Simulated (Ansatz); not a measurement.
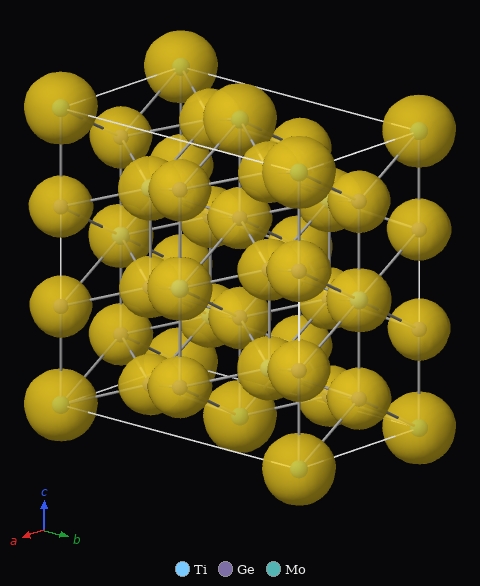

*Ti3Ge8Mo. Isosurface of the valence charge density (pseudo) at 0.6 e/Å³ (yellow), seen at an oblique angle. Sticks mark near contacts.*

Space group C222; a structure generated by program, which may or may not match a known phase; computed without spin polarisation.

Theory: DFT PBE, scalar-relativistic, plane waves, PAW (Ansatz 0.2.0).

Core electrons are frozen (PAW), and the valence fields are smoothed inside the atomic spheres.

```
Ti Ge Mo
1.0
     5.01876    0.00000    0.00000
     0.00000    8.82251    0.00000
     0.00000    0.00000    8.63934
Ti Ge Mo
6 16 2
Direct
  0.00000 0.50000 0.50000
  0.50000 0.00000 0.50000
  0.25000 0.25000 0.25095
  0.75000 0.75000 0.25095
  0.25000 0.75000 0.74905
  0.75000 0.25000 0.74905
  0.00000 0.50000 0.83281
  0.50000 0.00000 0.83281
  0.00000 0.00000 0.33232
  0.50000 0.50000 0.33232
  0.25000 0.25000 0.91157
  0.75000 0.75000 0.91157
  0.25000 0.75000 0.41578
  0.75000 0.25000 0.41578
  0.25000 0.25000 0.58422
  0.75000 0.75000 0.58422
  0.25000 0.75000 0.08843
  0.75000 0.25000 0.08843
  0.00000 0.50000 0.16719
  0.50000 0.00000 0.16719
  0.00000 0.00000 0.66768
  0.50000 0.50000 0.66768
  0.00000 0.00000 0.00000
  0.50000 0.50000 0.00000
```

How is the density connected at this value?

At this value the density breaks into separate islands; it holds about 75 % of the electrons treated as valence (semicore included). It bridges none of the near contacts. It is pinched off along the sampled Ge–Ge (2.63 Å), Ti–Ge (2.63 Å), Ge–Mo (2.65 Å) and Ge–Mo (2.87 Å) contacts. On the grid the lowest density along these lines, outside the cores, is 0.34 e/Å³ (Ge–Ge, 2.63 Å), 0.3 e/Å³ (Ti–Ge, 2.63 Å), 0.37 e/Å³ (Ge–Mo, 2.65 Å) and 0.23 e/Å³ (Ge–Mo, 2.87 Å).
